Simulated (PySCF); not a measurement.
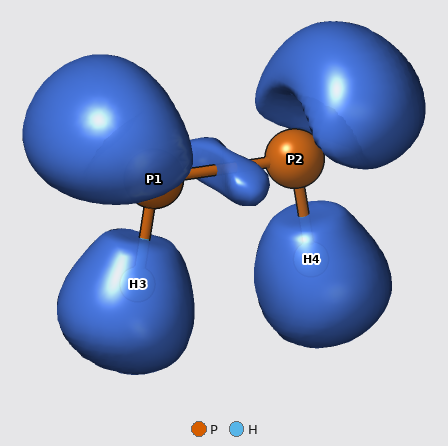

Figure. H2P2. Isosurface of the electron localisation function at 0.85 (blue), seen at a tilt. Only the valence region is drawn (cores and ρ < 0.01 e/Å³ removed).

Geometry: PBE0-D3(BJ)/ma-def2-SVP.

These are results of DFT single point, gas phase, functional wB97X (PySCF), not measurements.

**Identify the bonds, lone pairs and shells in this picture.**

At this value the surface marks out one region between bonded P–P atoms (shared pairs), two regions around hydrogen nuclei and two lobes on P, pointing away from the bonds (lone pairs). Profiles from the grid: P–P (2.04 Å): the ELF peaks at about 0.90 between the atoms: a covalent bond. P–H (1.43 Å): the ELF climbs to about 1 towards the hydrogen, as it does in any bond to H.
